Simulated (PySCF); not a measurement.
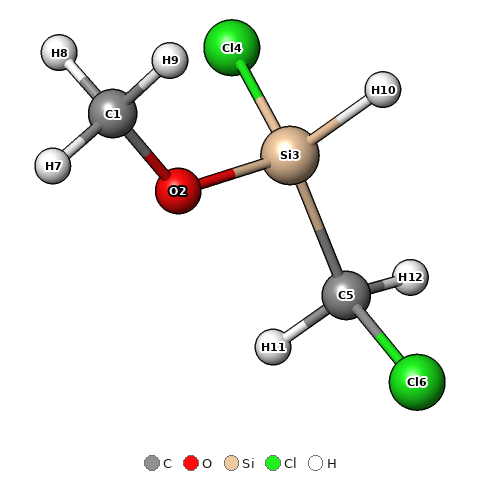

Structure of C₂H₆Cl₂OSi, SMILES CO[Si@H](Cl)CCl.

GIAO shifts, mPW1PW91/pcSseg-1, PySCF, at a PBE0-D3(BJ)/def2-SVP geometry (no frequency check), against TMS for ¹³C, HCl for ³⁵Cl and H₂O for ¹⁷O computed at the same level (Cl: the usual scale starts at aqueous chloride instead; ¹⁷O: a single water molecule, while the usual scale starts at liquid water and gives values some tens of ppm lower). Gas phase, fully decoupled, line heights follow the number of nuclei, widths are arbitrary (no quadrupolar broadening); values of one conformer, averaged over methyl-type rotors and exact or near symmetry; other conformers aren't averaged in.

How many ¹³C lines appear, and where?

Answer. 2 signals.


```tsv
δ (ppm)	nuclei	atoms
52.9	1	C1
32.8	1	C5
```

Which ³⁵Cl signals does it give?

Answer. 2 signals.


```tsv
δ (ppm)	nuclei	atoms
40.6	1	Cl4
8.8	1	Cl6
```

Which ¹⁷O signals does it give?

Answer. 1 signal.


```csv
δ (ppm),nuclei,atoms
37.9,1,O2
```

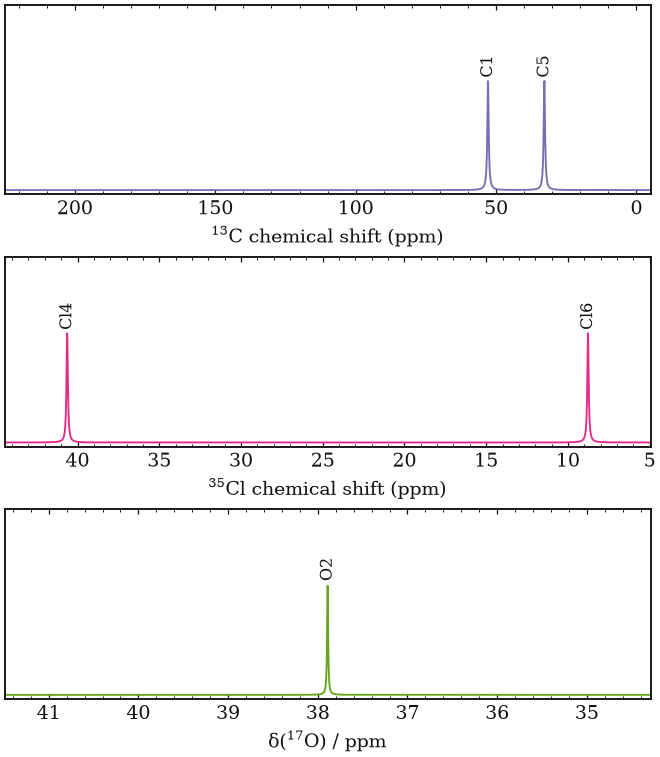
